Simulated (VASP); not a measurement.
Band structure of AgBr (rock salt). These are PBE GGA with D3 dispersion (Becke-Johnson damping), VASP's PBE PAW potentials (set 64) (plane waves; VASP) values and carry that method's errors.

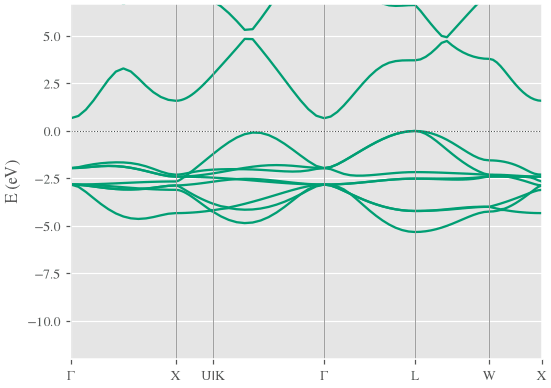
Figure: Bands along high-symmetry lines, zero at the valence-band maximum or, without a gap, the Fermi level

Read the plot: is there a gap, and where are the band edges?

The gap is indirect, 0.67 eV, from the valence maximum at L to the conduction minimum at Γ. (Edges off the drawn lines would not show.)

The compound is AgBr in the rock salt structure. It was relaxed first.
